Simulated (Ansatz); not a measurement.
# Hypothetical zinc blende YAs, pressure series

Start from YAs in the zinc blende structure (space group F-43m, No. 216; a = 6.391 Å; a hypothetical phase, not in the database extracts checked).

Cell and atoms are relaxed at each pressure.

Method: PBEsol (Ansatz, a program for electronic structure, PAW, no spin-orbit coupling).

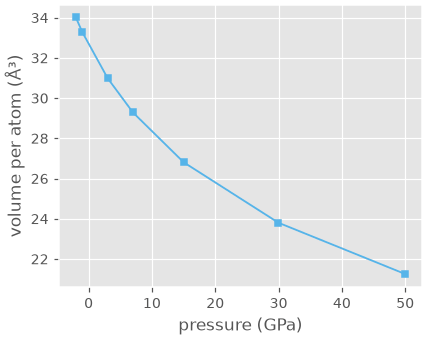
*Volume against pressure*

Q: Estimate the zero-pressure bulk modulus from the plot.

A: About 53 GPa; a third-order Birch–Murnaghan fit to the points gives V₀ = 32.64 Å³/atom, B₀ = 53 GPa and B₀′ = 3.7.

Between the base and pressure 3 GPa the gap moves from 1.48 eV to 1.42 eV, a mean slope of -20 meV/GPa.

Load acts through the strain it causes; cell and atoms are relaxed under it. Whether these cells are dynamically stable was not tested. Competing high-pressure phases were not computed.
